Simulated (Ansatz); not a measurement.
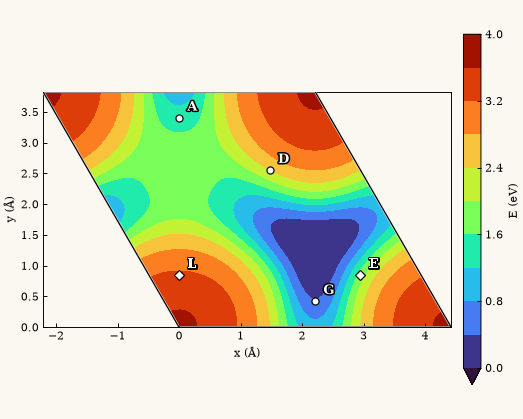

Si on a Mo(111) slab cut from the Im-3m phase, its upper half relaxed before the scan (6 atoms of substrate and one adsorbate in a 1 × 1 cell). 
- Si is moved over the surface cell; relaxed at each place: the height of the adsorbate's atoms; substrate rigid; the origin of the map has the adsorbate above Mo6.
- Places are given modulo a cell vector. The map is drawn in real space over the plane of the surface.
- Grid: 9 × 9 points; 19 points were computed and 62 follow by symmetry.
- Energies: eV, counted from the lowest grid point.
- With one adsorbate in each 1 × 1 cell, its nearest image is 4.4 Å away, so neighbouring adsorbates interact.
- The calculation used DFT PBEsol, scalar-relativistic, plane waves, PAW (Ansatz). Settings: cutoff 420 eV, k-mesh 6×6×1, gaussian smearing 0.1 eV, no spin polarisation.

Drawn: filled contours, the outline of one cell of the plane, lettered points. Between grid points the surface is interpolated.

### What kind of point is each of D, E, L: minimum, saddle, maximum or slope?

D: on a slope; E: on a slope; L: on a slope. (In these two coordinates alone; a stationary point may lie a little off the grid point.)

### Rank the lettered points by energy, lowest first.

G (0.43 eV), A (1.39 eV), E (1.73 eV), D (2.39 eV), L (3.26 eV).

PAW datasets: the set soft_1.
